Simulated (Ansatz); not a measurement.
**Response to strain in hypothetical simple cubic Pt**

Consider Pt in the simple cubic structure (space group Pm-3m, No. 221; a = 2.625 Å; a hypothetical phase, not in the database extracts checked; relaxed with 0.1 eV smearing).

Strains are applied to the cell and any free atomic positions relax.

The values are results of PBE (Ansatz, a quantum-chemistry and plane-wave program, PAW, scalar-relativistic without spin-orbit coupling), not measurements.

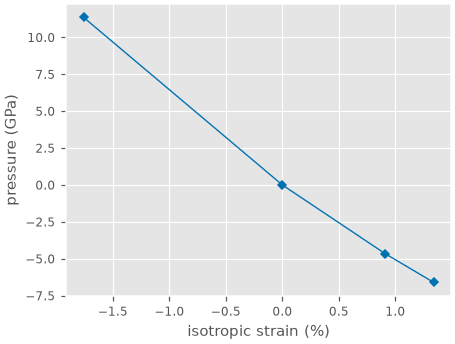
Pressure against isotropic strain

| isotropic strain (%) | pressure |
|---|---|
| -1.76 | 11.4 GPa |
| 0.91 | -4.7 GPa |
| 1.34 | -6.6 GPa |

No phonon test of stability was made. The final runs are not spin-polarised. Pt lies near a magnetic instability that expansion can trigger; it was not tested.
